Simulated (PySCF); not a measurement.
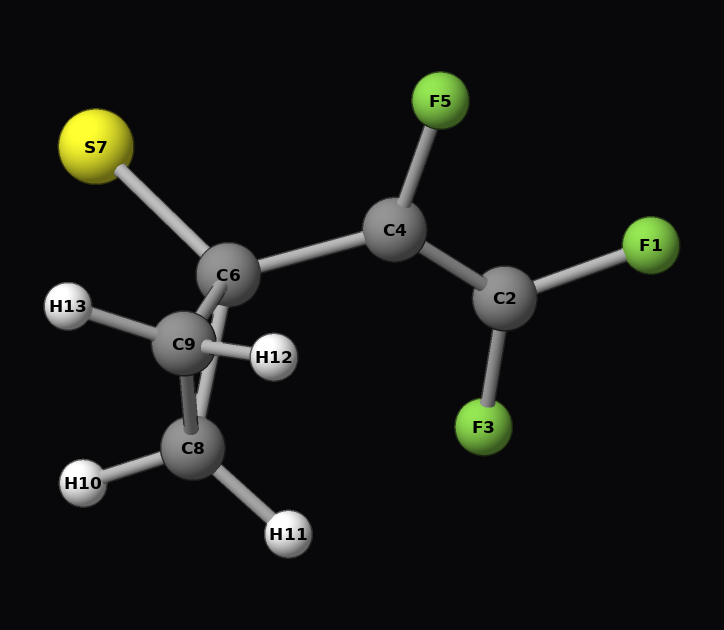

The questions are on isotropic NMR shieldings of the H atoms. Charge −1, singlet. The computed structure is the end point of a PBE0-D3(BJ)/def2-SVP optimisation. No frequency run is at hand to confirm it as a minimum. Method: GIAO PBE0/pcSseg-1 NMR shielding, non-relativistic, IEF-PCM cyclohexane (PySCF 2.14.0).

List the isotropic NMR shieldings of the H atoms.

| atom | σ (ppm) |
| --- | --- |
| H10 | 30.94 |
| H11 | 30.26 |
| H12 | 30.42 |
| H13 | 30.99 |
